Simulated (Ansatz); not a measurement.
# UCCSD(T)/STO-3G run of InH2O (SMILES [OH][InH])

Aim: the vertical doublet–quartet gap of InH2O at UCCSD(T)/STO-3G, from 2 runs. 

The results are computed with Ansatz 0.2.0.

46 further runs of the same task are left out: 8 that didn't finish, 38 set aside as unsound or not needed.

## Step 1: The molecule

InH2O has 4 atoms, charge 0, and is taken as a doublet. As SMILES, `[OH][InH]`. The coordinates come from a PBE0-D4/def2-TZVP relaxation.

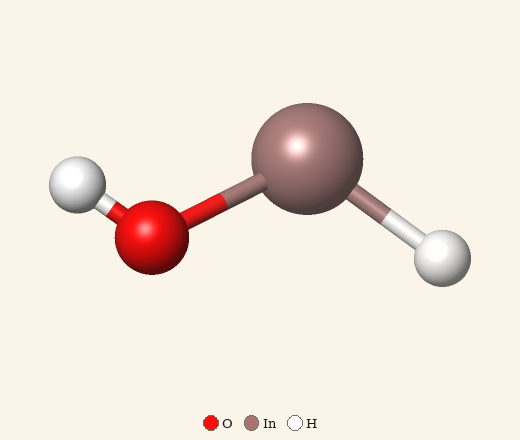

Viewed from a chosen angle; oxygen red, indium brown, hydrogen white.

## Step 2: The energy at UCCSD(T)/STO-3G

molecule.yaml

```yaml
crystal:
  periodic: [false, false, false]
  atoms:
    - {symbol: O, position_ang: [-0.298400, -1.020600, 0.295000]}
    - {symbol: In, position_ang: [0.563900, 0.746600, -0.088500]}
    - {symbol: H, position_ang: [0.236800, -1.629400, 0.809100]}
    - {symbol: H, position_ang: [-0.446700, 1.843000, -1.036000]}
basis:
  gaussian:
    orbitals: STO-3G
magnetization:
  spin_polarized: true
  initial_magnetization: 1
accuracy: high
correlation:
  method: ccsd_t
  frozen_orbitals: {H: 0, In: 18, O: 1}
scf:
  omitted_lower_state_checks: [cluster_reference, increment]
```

Run with:

```sh
$ ansatz run molecule.yaml --threads 1 --pin off --max-ram 2610MiB --events-out events.jsonl --progress --plain --runs-dir runs
```

Standard output (excerpt; [...] marks lines left out):

```text
Warning: RAYON_NUM_THREADS=1 ignored (pool sized by the plan → 1); use --threads N
Functional definition: HF
  name "HF"
[...]
617 factors; integrals over basis functions are off by at most 3.9e-9 eV
[...]
mean field -156678.37160937 eV, -5757.8239562297 hartree, gradient 2.7e-8 eV, S^2 0.758410; 2 other end points of the search recorded, 0 dependent functions left out
19 core orbitals not correlated: weight in the atoms' cores, before any rotation towards them, 1.000 or more for the frozen orbitals, at most 0.000 for the correlated occupied ones
reference -156678.37160937 eV, -5757.8239562297 hartree; 11, 10 occupied and 4, 5 virtual orbitals, 617 factors
second order -1.71726157 eV of doubles, -0.00000000 eV of singles
cycle   1  -1.95286233 eV  change   -2.4e-1 eV  update   1.1e-1
[...]
cycle  25  -2.27163792 eV  change   5.8e-10 eV  update   2.0e-9
perturbative correction -0.13064100 eV, -0.0048009681 hartree
Total energy: -156680.77388828 eV, -5757.9122383515 hartree
Checks for a lower state left out: cluster_reference, increment
```

Run time: 1 s. Hardware: 1 thread of Arm Neoverse V2, shared host; peak memory 0.11 GiB.

## Step 3: The quartet, same level

molecule.yaml

```yaml
crystal:
  periodic: [false, false, false]
  atoms:
    - {symbol: O, position_ang: [-0.298400, -1.020600, 0.295000]}
    - {symbol: In, position_ang: [0.563900, 0.746600, -0.088500]}
    - {symbol: H, position_ang: [0.236800, -1.629400, 0.809100]}
    - {symbol: H, position_ang: [-0.446700, 1.843000, -1.036000]}
basis:
  gaussian: {orbitals: STO-3G}
magnetization: {spin_polarized: true, initial_magnetization: 3}
correlation: {method: ccsd_t, frozen_orbitals: {H: 0, In: 18, O: 1}}
accuracy: high
scf: {omitted_lower_state_checks: [cluster_reference, increment]}
```

Run with:

```sh
$ ansatz run molecule.yaml --threads 1 --pin off --max-ram 2610MiB --events-out events.jsonl --progress --plain --runs-dir runs
```

Standard output (excerpt; [...] marks lines left out):

```text
Warning: RAYON_NUM_THREADS=1 ignored (pool sized by the plan → 1); use --threads N
[... 2 set-up lines as earlier in the session ...]
[...]
617 factors; integrals over basis functions are off by at most 3.9e-9 eV
[...]
mean field -156675.00166103 eV, -5757.7001129124 hartree, gradient 2.3e-8 eV, S^2 3.755499; 3 other end points of the search recorded, 0 dependent functions left out
19 core orbitals not correlated: weight in the atoms' cores, before any rotation towards them, 1.000 or more for the frozen orbitals, at most 0.000 for the correlated occupied ones
reference -156675.00166103 eV, -5757.7001129124 hartree; 12, 9 occupied and 3, 6 virtual orbitals, 617 factors
second order -0.93417124 eV of doubles, -0.00000000 eV of singles
cycle   1  -1.20924045 eV  change   -2.8e-1 eV  update   4.9e-2
[...]
cycle  36  -1.41204523 eV  change  -3.6e-10 eV  update   1.7e-9
perturbative correction -0.01194930 eV, -0.0004391286 hartree
Total energy: -156676.42565555 eV, -5757.7524437460 hartree
Checks for a lower state left out: cluster_reference, increment
```

Run time: 1 s. Hardware: 1 thread of Arm Neoverse V2, shared host; peak memory 0.11 GiB.

## Step 4: Summary of results

Level: UCCSD(T)/STO-3G, 19 core orbitals frozen.

```
                                             quantity           value
                                doublet: total energy  -5757.91224 Eh
doublet: correlation energy (19 core orbitals frozen)       -88.3 mEh
                              doublet: (T) correction       -4.80 mEh
           doublet: ⟨S²⟩ of the reference determinant           0.758
                               doublet: T1 diagnostic           0.024
                                quartet: total energy  -5757.75244 Eh
quartet: correlation energy (19 core orbitals frozen)       -52.3 mEh
                              quartet: (T) correction       -0.44 mEh
           quartet: ⟨S²⟩ of the reference determinant           3.755
                               quartet: T1 diagnostic           0.009
     vertical energy of the quartet above the doublet        4.348 eV
```

At this shape the quartet lies 4.35 eV (420 kJ/mol) above the doublet. In a minimal basis such a difference can be off by several eV, whatever the method. The triples (doublet) make up 5.4 % of the correlation energy. Relativity is left out (doublet) although the molecule holds a heavy atom. The triples (quartet) make up 0.8 % of the correlation energy. Relativity is left out (quartet) although the molecule holds a heavy atom.
